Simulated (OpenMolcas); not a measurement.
# Multiconfigurational calculation, with input and output: Ni²⁺ complex

System: Ni²⁺ with 6 ligands (Br and F; tetragonal octahedron, 2.6 Å), neutralised by 6 outer point charges of +0.67 e, whose field is part of the energies.
Method: state-averaged CASSCF, active space 8 electrons in the shell 3d, basis ANO-RCC-VTZP on the metal and ANO-RCC-VDZP on the ligands, DKH2 scalar Hamiltonian, spin-orbit coupling by RASSI with atomic mean-field integrals (OpenMolcas).

### Summary

- outcome: converged
- energy of the lowest spin-free term: −12136.98471 hartree
- energy of the lowest spin-orbit level: −12136.98596 hartree
- largest spread among components of a term: 0.0 cm⁻¹
- hardware: 1 thread of Arm Neoverse V1, 24 GiB of memory available, shared host
- wall time: 56 s
- peak memory: 0.28 GiB

### Notes

Without dynamic correlation the splittings between terms come out too large, often by 20 to 50 %. Limits: covalent bonds, ligand orbitals missing from the active space; distances are set from ionic radii, not optimised.

### Input
```
&GATEWAY
Coord
7

Ni 0.0 0.0 0.0
Br 2.600000 0.000000 0.000000
Br 0.000000 2.600000 0.000000
Br -2.600000 0.000000 0.000000
Br 0.000000 -2.600000 0.000000
F 0.000000 0.000000 2.199600
F 0.000000 0.000000 -2.199600
Basis=Ni.ANO-RCC-VTZP,Br.ANO-RCC-VDZP,F.ANO-RCC-VDZP
Group=XYZ
NoMove
AngMom=0.0 0.0 0.0
AMFI
RICD
XField
3 Angstrom 0
5.200000 0.000000 0.000000 0.666667
0.000000 5.200000 0.000000 0.666667
0.000000 0.000000 4.799600 0.666667
&SEWARD
&RASSCF
FileOrb=start.orb
Symmetry=1
Spin=3
nActEl=8 0 0
Inactive=44 47
Ras2=5 0
CIRoot=10 10 1
SDav=10
CIMx=300
Iter=150 100
PrWF=0.3
OrbListing=Nothing
MaxOrb=0
LevShft=1.0
>>> COPY $Project.JobIph JOB001
&RASSCF
FileOrb=start.orb
Symmetry=1
Spin=1
nActEl=8 0 0
Inactive=44 47
Ras2=5 0
CIRoot=15 15 1
SDav=15
CIMx=300
Iter=150 100
PrWF=0.3
OrbListing=Nothing
MaxOrb=0
LevShft=1.0
>>> COPY $Project.JobIph JOB002
&RASSI
NrOfJobIphs=2 10 15
1 2 3 4 5 6 7 8 9 10
1 2 3 4 5 6 7 8 9 10 11 12 13 14 15
IphNames
JOB001
JOB002
EJob
SpinOrbit
DIPRint=1.0
SOCoupling=1000.0
Subsets=2
Property=9
'ANGMOM' 1 'ANGMOM' 2 'ANGMOM' 3 'MLTPL  1' 1 'MLTPL  1' 2 'MLTPL  1' 3
'AMFI' 1 'AMFI' 2 'AMFI' 3
SOProperty=3
'ANGMOM' 1 'ANGMOM' 2 'ANGMOM' 3
```

The file start.orb holds starting orbitals from an earlier step. A driver script formed the levels outside the program, from RASSI's spin-orbit matrix and the active-space energies, averaged over the components of each term or state.

Launched with:
```bash
OMP_NUM_THREADS=1 MOLCAS_MEM=2457 MOLCAS_PROJECT=a pymolcas a.inp > a.log  # once for each step of the input, in one work folder
```

### Log (extracts)
```
--- SEWARD ---
Basis set label: NI.ANO-RCC...6S5P3D2F1G.

      Electronic valence basis set:
      ------------------
      Associated Effective Charge  28.000000 au
      Associated Actual Charge     28.000000 au
      Nuclear Model: Point charge

      Shell  nPrim  nBasis  Cartesian Spherical Contaminant
         s      21       6        X
         p      15       5        X
         d      10       3                 X
         f       6       2                 X
         g       4       1                 X
                  Relativistic Douglas-Kroll-Hess integrals:
                    - DKH order of Hamiltonian: 2
                    - DKH order of Properties : 0
                  Atomic mean-field integrals
--- RASSCF ---
Wave function specifications:
      -----------------------------

      Number of closed shell electrons         182
      Number of electrons in active shells       8
      Max number of holes in RAS1 space          0
      Max nr of electrons in RAS3 space          0
      Number of inactive orbitals               91
      Number of active orbitals                  5
      Number of secondary orbitals              99
      Spin quantum number                      1.0
      State symmetry                             1
Orbital specifications:
      -----------------------

      Symmetry species                           1   2
                                                ag  au
      Frozen orbitals                            0   0
      Inactive orbitals                         44  47
      Active orbitals                            5   0
      RAS1 orbitals                              0   0
      RAS2 orbitals                              5   0
      RAS3 orbitals                              0   0
      Secondary orbitals                        49  50
      Deleted orbitals                           0   0
      Number of basis functions                 98  97
      Number of CSFs                            10
      Number of root(s) required                10
      Iter CI   SX   CI       RASSCF       Energy    max ROT     max BLB   max BLB  Level Ln srch  Step   QN
          iter iter root      energy       change     param      element    value   shift minimum  type update
 Nr of preliminary CI iterations:   1
      Total energies have been shifted. Add               -12000.00 au
        1   1   17    0  -136.40233472    0.00E+00  -5.35E-02   42  91 1 -3.44E-01*  1.45   0.00    SX    NO
        2   1   17    0  -136.82938964   -4.27E-01* -2.88E-02    4  58 2  1.05E-01*  1.16   0.00    SX    NO
        3   1   16    0  -136.91000736   -8.06E-02*  1.65E-02   34  82 2 -4.91E-02*  1.15   0.00    SX    NO
        4   1   16    0  -136.92988875   -1.99E-02*  7.93E-03   34  82 2 -2.92E-02*  1.11   0.00    SX    NO
        5   1   15    0  -136.93664646   -6.76E-03*  9.71E-03   10  56 1 -2.04E-02*  1.11   2.34    LS   YES
        6   1   15    0  -136.93992392   -3.28E-03*  5.84E-03    6  60 2 -2.92E-02*  1.11   1.09    QN   YES
        7   1   15    0  -136.94109960   -1.18E-03* -3.62E-03   47  53 1 -8.09E-03*  1.09   1.08    QN   YES
        8   1   14    0  -136.94153356   -4.34E-04* -3.24E-03   47  53 1 -3.91E-03*  1.09   1.91    LS   YES
        9   1   13    0  -136.94166066   -1.27E-04*  7.10E-04   49  61 1  2.45E-03*  1.09   1.02    QN   YES
       10   1   12    0  -136.94170738   -4.67E-05*  5.23E-04   44  50 1  1.10E-03*  1.10   1.74    LS   YES
       11   1   12    0  -136.94171772   -1.03E-05* -6.18E-04   49  55 1  9.90E-04*  1.10   1.01    QN   YES
       12   1   11    0  -136.94172720   -9.49E-06* -4.82E-04   44  56 1  5.23E-04*  1.10   1.78    LS   YES
       13   1   11    0  -136.94172946   -2.26E-06*  2.09E-04   44  56 1  5.65E-04*  1.10   1.00    QN   YES
       14   1   10    0  -136.94173090   -1.44E-06*  2.72E-04   44  56 1  3.84E-04*  1.10   2.30    LS   YES
       15   1   10    0  -136.94173156   -6.63E-07*  7.61E-05   45  57 1  1.82E-04*  1.10   0.99    QN   YES
       16   1    9    0  -136.94173181   -2.48E-07*  8.70E-05   44  56 1  9.95E-05   1.10   2.14    LS   YES
       17   1    9    0  -136.94173188   -7.10E-08*  2.16E-05   49  61 1 -9.82E-05   1.10   0.81    QN   YES
       18   1    8    0  -136.94173191   -2.83E-08* -2.58E-05   44  56 1  3.40E-05   1.10   1.67    QN   YES
       19   1    7    0  -136.94173192   -9.79E-09  -1.18E-05   43  89 2 -1.58E-05   1.10   2.50    QN   YES
      Convergence after 19 iterations
       20   1    7    0  -136.94173192   -2.55E-11  -1.18E-05   49  61 1  8.56E-06   1.10   2.50    QN   YES
      Natural orbitals and occupation numbers for root  1
      sym 1:   2.000000   2.000000   1.000000   2.000000   1.000000
      Natural orbitals and occupation numbers for root  2
      sym 1:   1.000000   2.000000   2.000000   1.000000   2.000000
      Natural orbitals and occupation numbers for root  3
      sym 1:   1.036830   1.963170   2.000000   1.963170   1.036830
::    RASSCF root number  1 Total energy: -12136.98470655
::    RASSCF root number  2 Total energy: -12136.97206354
::    RASSCF root number  3 Total energy: -12136.97134767
::    RASSCF root number  4 Total energy: -12136.97134767
::    RASSCF root number  5 Total energy: -12136.96169420
::    RASSCF root number  6 Total energy: -12136.95904196
::    RASSCF root number  7 Total energy: -12136.95904196
::    RASSCF root number  8 Total energy: -12136.88284668
::    RASSCF root number  9 Total energy: -12136.88284668
::    RASSCF root number 10 Total energy: -12136.87238230
--- RASSCF ---
Wave function specifications:
      -----------------------------

      Number of closed shell electrons         182
      Number of electrons in active shells       8
      Max number of holes in RAS1 space          0
      Max nr of electrons in RAS3 space          0
      Number of inactive orbitals               91
      Number of active orbitals                  5
      Number of secondary orbitals              99
      Spin quantum number                      0.0
      State symmetry                             1
Orbital specifications:
      -----------------------

      Symmetry species                           1   2
                                                ag  au
      Frozen orbitals                            0   0
      Inactive orbitals                         44  47
      Active orbitals                            5   0
      RAS1 orbitals                              0   0
      RAS2 orbitals                              5   0
      RAS3 orbitals                              0   0
      Secondary orbitals                        49  50
      Deleted orbitals                           0   0
      Number of basis functions                 98  97
      Number of CSFs                            15
      Number of root(s) required                15
      Iter CI   SX   CI       RASSCF       Energy    max ROT     max BLB   max BLB  Level Ln srch  Step   QN
          iter iter root      energy       change     param      element    value   shift minimum  type update
 Nr of preliminary CI iterations:   1
      Total energies have been shifted. Add               -12000.00 au
        1   1   10    0  -136.85708198    0.00E+00   7.71E-03   46  52 1 -1.01E-02*  1.12   0.00    SX    NO
        2   1   10    0  -136.85740351   -3.22E-04*  5.47E-03   25  60 2 -5.72E-03*  1.13   0.00    SX    NO
        3   1   10    0  -136.85750321   -9.97E-05* -3.22E-03   46  52 1 -2.38E-03*  1.13   0.00    SX    NO
        4   1    9    0  -136.85753845   -3.52E-05* -2.17E-03   25  60 2 -1.17E-03*  1.13   0.00    SX    NO
        5   1    9    0  -136.85755154   -1.31E-05* -2.65E-03   46  52 1 -6.72E-04*  1.13   2.24    LS   YES
        6   1    9    0  -136.85755741   -5.86E-06* -1.02E-03   25  60 2  1.66E-03*  1.13   1.02    QN   YES
        7   1    8    0  -136.85755955   -2.14E-06*  1.09E-04   49  55 1  3.62E-04*  1.13   0.81    QN   YES
        8   1    7    0  -136.85755972   -1.69E-07*  3.23E-05   41  55 1 -6.44E-05   1.13   1.24    QN   YES
        9   1    7    0  -136.85755974   -2.04E-08*  4.84E-05   41  55 1 -3.51E-05   1.13   2.50    LS   YES
       10   1    7    0  -136.85755974    4.37E-11   1.15E-05   49  55 1 -7.98E-05   1.13   0.48    QN   YES
      Convergence after 10 iterations
       11   1    7    0  -136.85755975   -9.07E-09   1.15E-05   46  52 1 -3.36E-05   1.13   0.48    QN   YES
      Natural orbitals and occupation numbers for root  1
      sym 1:   2.000000   1.204383   1.795617   1.795617   1.204383
      Natural orbitals and occupation numbers for root  2
      sym 1:   1.976462   1.976462   0.840035   1.431731   1.775310
      Natural orbitals and occupation numbers for root  3
      sym 1:   1.686890   2.000000   1.686890   1.313110   1.313110
::    RASSCF root number  1 Total energy: -12136.90554873
::    RASSCF root number  2 Total energy: -12136.90502803
::    RASSCF root number  3 Total energy: -12136.89582566
::    RASSCF root number  4 Total energy: -12136.89306874
::    RASSCF root number  5 Total energy: -12136.89306874
::    RASSCF root number  6 Total energy: -12136.86388572
::    RASSCF root number  7 Total energy: -12136.86311033
::    RASSCF root number  8 Total energy: -12136.86311033
::    RASSCF root number  9 Total energy: -12136.85570056
::    RASSCF root number 10 Total energy: -12136.85224510
::    RASSCF root number 11 Total energy: -12136.84729344
::    RASSCF root number 12 Total energy: -12136.84621163
::    RASSCF root number 13 Total energy: -12136.84621163
::    RASSCF root number 14 Total energy: -12136.84441072
::    RASSCF root number 15 Total energy: -12136.68867680
--- RASSI ---
SPIN-FREE ENERGIES:
  (Shifted by EMIN (a.u.) =     -12136.9847065542)

 SF State       Relative EMIN(au)   Rel lowest level(eV)    D:o, cm**(-1)

     1             0.0000000000        0.0000000000              0.0000
     2             0.0126430164        0.3440340027           2774.8214
     3             0.0133588811        0.3635136737           2931.9355
     4             0.0133588811        0.3635136737           2931.9355
     5             0.0230123518        0.6261979930           5050.6274
     6             0.0256645944        0.6983691918           5632.7274
     7             0.0256645944        0.6983691918           5632.7274
    11             0.0791578271        2.1539942067          17373.1349
    12             0.0796785184        2.1681629385          17487.4134
    13             0.0888808939        2.4185723327          19507.1014
    14             0.0916378096        2.4935918320          20112.1745
    15             0.0916378096        2.4935918320          20112.1745
     8             0.1018598769        2.7717484534          22355.6589
     9             0.1018598769        2.7717484534          22355.6589
    10             0.1123242534        3.0564986445          24652.3241
    16             0.1208208370        3.2877024627          26517.1087
    17             0.1215962238        3.3088018126          26687.2864
    18             0.1215962238        3.3088018126          26687.2864
    19             0.1290059958        3.5104319808          28313.5434
    20             0.1324614520        3.6044597333          29071.9283
    21             0.1374131159        3.7392013721          30158.6930
    22             0.1384949198        3.7686387556          30396.1215
    23             0.1384949198        3.7686387556          30396.1215
    24             0.1402958320        3.8176440734          30791.3760
    25             0.2960297504        8.0553798790          64971.0203
     Dipole printing threshold changed to   1.00000000E+00
Eigenvalues of complex Hamiltonian:
   -----------------------------------
  (Shifted by EMIN (a.u.) =     -12136.9847065542)

 SO State       Relative EMIN(au)   Rel lowest level(eV)    D:o, cm**(-1)

     1            -0.0012496857        0.0000000000              0.0000
     2            -0.0012141185        0.0009678336              7.8061
     3            -0.0012141185        0.0009678336              7.8061
     4             0.0096844379        0.2975326607           2399.7627
     5             0.0107206901        0.3257305187           2627.1938
     6             0.0107206901        0.3257305188           2627.1938
     7             0.0116266460        0.3503828360           2826.0282
     8             0.0133816824        0.3981398086           3211.2141
     9             0.0135011179        0.4013898129           3237.4272
    10             0.0146441827        0.4324941923           3488.3009
    11             0.0146441827        0.4324941922           3488.3009
    12             0.0147167586        0.4344690813           3504.2295
    13             0.0205935958        0.5943859680           4794.0461
    14             0.0226296548        0.6497899583           5240.9095
    15             0.0233250385        0.6687123122           5393.5285
    16             0.0233250385        0.6687123123           5393.5285
    17             0.0263265100        0.7503865126           6052.2754
    18             0.0267960980        0.7631646518           6155.3380
    19             0.0267960980        0.7631646517           6155.3380
    20             0.0293440603        0.8324982388           6714.5511
    21             0.0296618999        0.8411470940           6784.3088
    22             0.0789321221        2.1818581418          17597.8727
    23             0.0795411049        2.1984294064          17731.5290
    24             0.0876391943        2.4187896458          19508.8542
    25             0.0904786660        2.4960556068          20132.0462
    26             0.0904786660        2.4960556065          20132.0462
    27             0.1010805102        2.7845464841          22458.8820
    28             0.1019563603        2.8083795813          22651.1089
    29             0.1027212121        2.8291922572          22818.9745
    30             0.1027212121        2.8291922570          22818.9745
    31             0.1029928023        2.8365826049          22878.5816
    32             0.1032968679        2.8448566500          22945.3163
    33             0.1126624830        3.0997080204          25000.8312
    34             0.1128063835        3.1036237523          25032.4137
    35             0.1128063835        3.1036237524          25032.4137
    36             0.1210939020        3.3291386180          26851.3138
    37             0.1217352490        3.3465905598          26992.0732
    38             0.1217352490        3.3465905598          26992.0732
    39             0.1291151072        3.5474067310          28611.7649
    40             0.1325352952        3.6404747900          29362.4094
    41             0.1374876191        3.7752343877          30449.3188
Weights of the five most important spin-orbit-free states for each spin-orbit state.

 SO State  Total energy (au)           Spin-free states, spin, and weights
 -------------------------------------------------------------------------------------------------------
    1        -0.001250       1 1.0  0.9236    4 1.0  0.0378    3 1.0  0.0378   13 0.0  0.0003   20 0.0  0.0003
    2        -0.001214       1 1.0  0.9292    2 1.0  0.0370    3 1.0  0.0304    7 1.0  0.0022    5 1.0  0.0005
    3        -0.001214       1 1.0  0.9292    2 1.0  0.0370    4 1.0  0.0304    6 1.0  0.0022    5 1.0  0.0005
    4         0.009684       2 1.0  0.5411    4 1.0  0.2076    3 1.0  0.2076    7 1.0  0.0213    6 1.0  0.0213
    5         0.010721       2 1.0  0.4841    4 1.0  0.4534    5 1.0  0.0414    6 1.0  0.0198   17 0.0  0.0005
    6         0.010721       2 1.0  0.4841    3 1.0  0.4534    5 1.0  0.0414    7 1.0  0.0198   18 0.0  0.0005
    7         0.011627       3 1.0  0.4274    4 1.0  0.4274    5 1.0  0.1305    6 1.0  0.0064    7 1.0  0.0064
    8         0.013382       3 1.0  0.4716    4 1.0  0.4716    6 1.0  0.0283    7 1.0  0.0283   21 0.0  0.0002
    9         0.013501       4 1.0  0.4529    3 1.0  0.4529    1 1.0  0.0728    7 1.0  0.0100    6 1.0  0.0100
   10         0.014644       2 1.0  0.4449    4 1.0  0.4190    1 1.0  0.0680    5 1.0  0.0549    6 1.0  0.0112
   11         0.014644       2 1.0  0.4449    3 1.0  0.4190    1 1.0  0.0680    5 1.0  0.0549    7 1.0  0.0112
   12         0.014717       2 1.0  0.4224    4 1.0  0.2875    3 1.0  0.2875    7 1.0  0.0012    6 1.0  0.0012
```

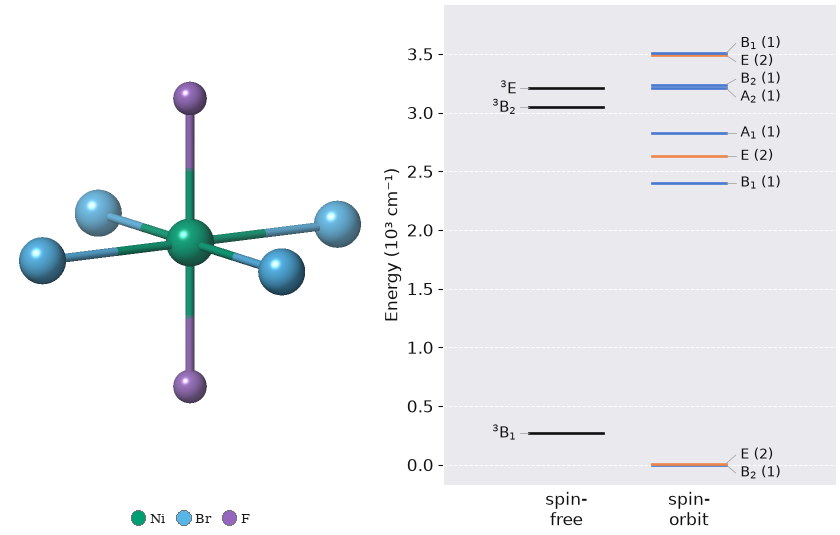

Ni²⁺ (3d⁸) with 6 ligands, Br⁻ with axial F⁻, at 2.6 Å (arrangement: tetragonal octahedron, D4h), axial distortion 0.846, neutralised by outer point charges of +0.67 e, and its levels. Labels give the representation in O, Td, D4 or D3 as the site allows (double group for half-integer spin) where it could be assigned and, in brackets, the degeneracy; spin-free states, where drawn, share the zero of the spin-orbit levels. The ground level is B₂, non-degenerate, 100 % from states of spin multiplicity 3. The next level lies at 7.8 cm⁻¹ (E). The lowest spin-free state is ³B₁, from the free-ion F term; of the same spin there follow at 2,770 cm⁻¹ (³B₂) and 2,930 cm⁻¹ (³E) above it. The active orbitals hold 96 to 99 % metal character (Löwdin), and the Mulliken charge of the metal is +1.42.
